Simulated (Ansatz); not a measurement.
# AlCl2F (SMILES [F][Al]([Cl])[Cl]): HF/3-21G

Aim: the vertical singlet–triplet gap of AlCl2F at HF/3-21G, from 2 runs. 

Program for the calculation: Ansatz 0.2.0.

41 further runs of the same task are left out: 41 set aside as unsound or not needed.

**1. Starting point**

The species is AlCl2F (4 atoms), meant as a singlet with charge 0. SMILES: `[F][Al]([Cl])[Cl]`. The coordinates come from a PBE0-D4/def2-TZVP relaxation.

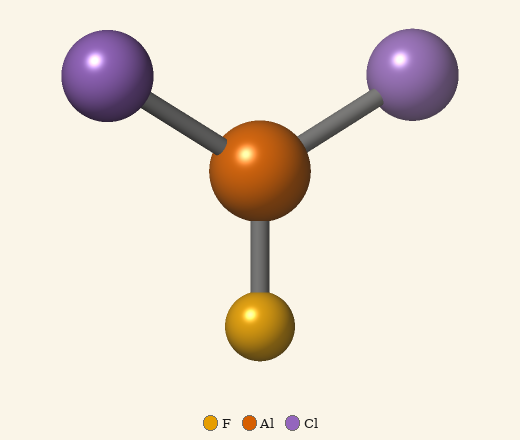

The structure, seen from a chosen angle (fluorine amber, aluminium orange, chlorine purple).

**2. A single-point energy at HF/3-21G**

in.yaml

```yaml
crystal:
  periodic: [false, false, false]
  atoms:
    - {symbol: F, position_ang: [0.087420, 0.388220, 1.682350]}
    - {symbol: Al, position_ang: [0.004800, 0.021530, 0.093600]}
    - {symbol: Cl, position_ang: [1.223040, -1.463690, -0.663450]}
    - {symbol: Cl, position_ang: [-1.315270, 1.053930, -1.112510]}
basis:
  gaussian: {orbitals: 3-21G.json}
hamiltonian: {xc: hf}
accuracy: high
output: {orbitals: {seedname: orbitals}}
```

The basis set 3-21G is read from a file made from the Basis Set Exchange's data (not shown).

On the command line:

```console
$ ansatz run in.yaml --threads 1 --pin off --max-ram 3480MiB --events-out events.jsonl --progress --plain --runs-dir runs
```

The program printed:

```text
Warning: RAYON_NUM_THREADS=1 ignored (pool sized by the plan → 1); use --threads N
Functional definition: HF
  name "HF"
  exchange = exact_x
  correlation = 0
1002 factors; integrals over basis functions are off by at most 3.2e-9 eV
mean field evaluation 1: about -34129.3486 eV, gradient 2.9e1 eV
mean field evaluation 2: about -34129.4407 eV, gradient 2.9e1 eV
mean field evaluation 4: about -34131.2929 eV, gradient 1.1e0 eV
mean field evaluation 8: about -34131.3146 eV, gradient 7.2e-2 eV
mean field -34131.31459310 eV, -1254.3026762604 hartree, gradient 5.0e-8 eV, S^2 0.000000; 0 other end points of the search recorded, 0 dependent functions left out
reference -34131.31459310 eV, -1254.3026762604 hartree; 28, 28 occupied and 20, 20 virtual orbitals, 1002 factors
Total energy: -34131.31459310 eV, -1254.3026762604 hartree
```

It took 0.51 s on 1 thread of Intel Xeon Platinum 8375C at 2.90GHz (Ice Lake), shared host; peak memory 0.12 GiB.

**3. The triplet**

in.yaml, as its differences from that of step 2:

```diff
@@ -8,4 +8,9 @@
 basis:
-  gaussian: {orbitals: 3-21G.json}
-hamiltonian: {xc: hf}
+  gaussian:
+    orbitals: 3-21G.json
+magnetization:
+  spin_polarized: true
+  initial_magnetization: 2
+hamiltonian:
+  xc: hf
 accuracy: high
```

The basis set 3-21G is read from a file made from the Basis Set Exchange's data (not shown).

On the command line:

```console
$ ansatz run in.yaml --threads 1 --pin off --max-ram 3480MiB --events-out events.jsonl --progress --plain --runs-dir runs
```

The program printed, shortened:

```text
Warning: RAYON_NUM_THREADS=1 ignored (pool sized by the plan → 1); use --threads N
[... 2 set-up lines as earlier in the session ...]
[...]
1002 factors; integrals over basis functions are off by at most 3.2e-9 eV
[...]
mean field -34124.23245234 eV, -1254.0424123880 hartree, gradient 2.4e-8 eV, S^2 2.005559; 5 other end points of the search recorded, 0 dependent functions left out
reference -34124.23245234 eV, -1254.0424123880 hartree; 29, 27 occupied and 19, 21 virtual orbitals, 1002 factors
Total energy: -34124.23245234 eV, -1254.0424123880 hartree
```

Run time: 6 s. Hardware: 1 thread of Intel Xeon Platinum 8375C at 2.90GHz (Ice Lake), shared host; peak memory 0.16 GiB.

**4. What came out**

At HF/3-21G:

```
                                        quantity           value
                           singlet: total energy  -1254.30268 Eh
                            singlet: HOMO energy       -13.28 eV
                            singlet: LUMO energy         1.36 eV
                          singlet: HOMO–LUMO gap        14.64 eV
                           triplet: total energy  -1254.04241 Eh
     triplet: HOMO energy (highest over α and β)        -5.39 eV
      triplet: LUMO energy (lowest over α and β)        -4.58 eV
                                   triplet: ⟨S²⟩           2.006
vertical energy of the triplet above the singlet        7.082 eV
```

At this shape the triplet lies 7.08 eV (683 kJ/mol) above the singlet.
